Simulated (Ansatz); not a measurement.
Relaxed BAs (zinc blende):

```
CELL_PARAMETERS angstrom
      0.00000     4.80934     4.80934
      2.40467     0.00000     2.40467
      2.40467     2.40467     0.00000
ATOMIC_POSITIONS crystal
  As 0.37500 0.75000 0.75000
  As 0.87500 0.75000 0.75000
  B  0.00000 0.00000 0.00000
  B  0.50000 0.00000 0.00000
```

A phonon eigenvector at L = (0.5, 0.0, 0.0) is frozen into this cell: atom i moves by Q times the vector below, so Q is the largest atomic displacement, in Å. The cell is held. It is one choice among 2 degenerate patterns. (q is in reciprocal vectors of the primitive cell; the cell shown is doubled to hold the pattern.)

```json
[
 {"atom": "As1", "x": "-0.285", "y": "0.520", "z": "-0.805"},
 {"atom": "As2", "x": "0.285", "y": "-0.520", "z": "0.805"},
 {"atom": "B3", "x": "0.250", "y": "-0.457", "z": "0.707"},
 {"atom": "B4", "x": "-0.250", "y": "0.457", "z": "-0.707"}
]
```

All values below come from PBE (plane waves to 420 eV, PAW, scalar-relativistic; Ansatz, a first-principles code). k mesh 6×12×12 (Γ-centred), Fermi-Dirac smearing 0.05 eV. The energy includes the smearing's −TS. BAs was relaxed with its symmetry unable to fall. The zero of ΔE is the undisplaced structure.

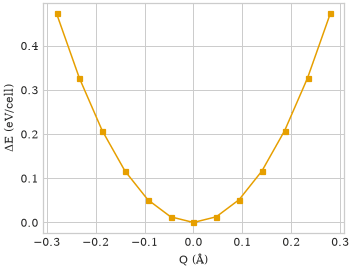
Figure: ΔE (eV/cell) against Q (Å); computed points joined by lines.

The energy at Q = 0.280 Å comes out as 473 meV/cell. Harmonic wavenumber from the curvature (finite differences): 139 cm⁻¹. Wavenumber by perturbation theory (DFPT, on another k mesh): 139 cm⁻¹. Symmetry of the curve: even: the same for both signs. Shape of the curve: a single well with its minimum at or next to zero displacement.

E″ = 11.78 eV/Å², M = Σ mᵢ|uᵢ|² = 166.5 u, ν̃ = 521.5·√(|E″|/M).

(A displaced cell: forces are minus the slopes of the energy, force constants its curvatures, and phonons follow from these.)
